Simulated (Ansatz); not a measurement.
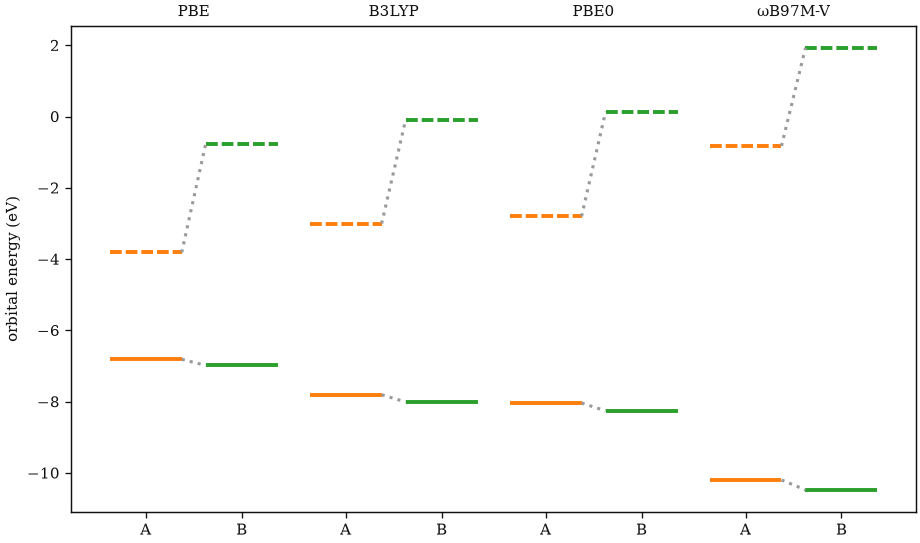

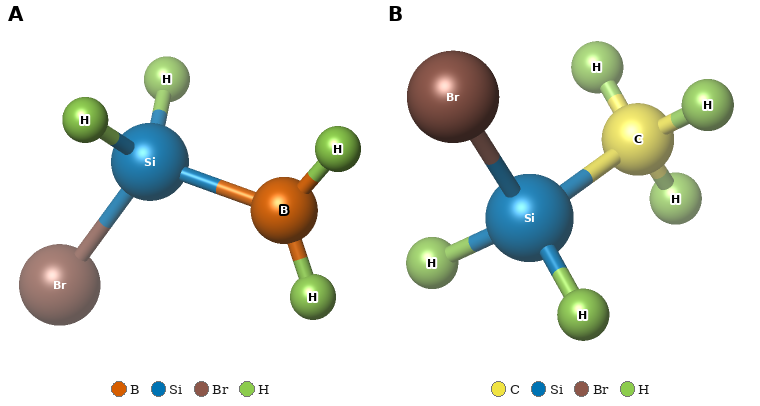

One change: A, BSiH₄Br (SMILES B[SiH2]Br), becomes B, CH₅BrSi (SMILES C[SiH2]Br). BH₂ on Si is replaced by CH₃. HOMO (solid) and LUMO (dashed) computed in def2-TZVPP at PBE0-D4/def2-TZVP geometries, both minima by their frequencies, gas phase, the Ansatz code. Empty levels above zero depend strongly on the basis.

> What does the change do to HOMO and LUMO?

PBE: the HOMO falls by 0.17 eV, the LUMO rises by 3.05 eV, and the separation goes from 3.00 to 6.22 eV. B3LYP: the HOMO falls by 0.20 eV, the LUMO rises by 2.91 eV, and the separation goes from 4.80 to 7.92 eV. PBE0: the HOMO falls by 0.22 eV, the LUMO rises by 2.93 eV, and the separation goes from 5.24 to 8.39 eV. ωB97M-V: the HOMO falls by 0.28 eV, the LUMO rises by 2.75 eV, and the separation goes from 9.37 to 12.40 eV.

> Do the functionals agree on the effect?

They agree on the direction for both levels; the HOMO shift lies between −0.28 and −0.17 eV and the LUMO shift between 2.75 and 3.05 eV, while the separations themselves differ by up to 6.4 eV between functionals.
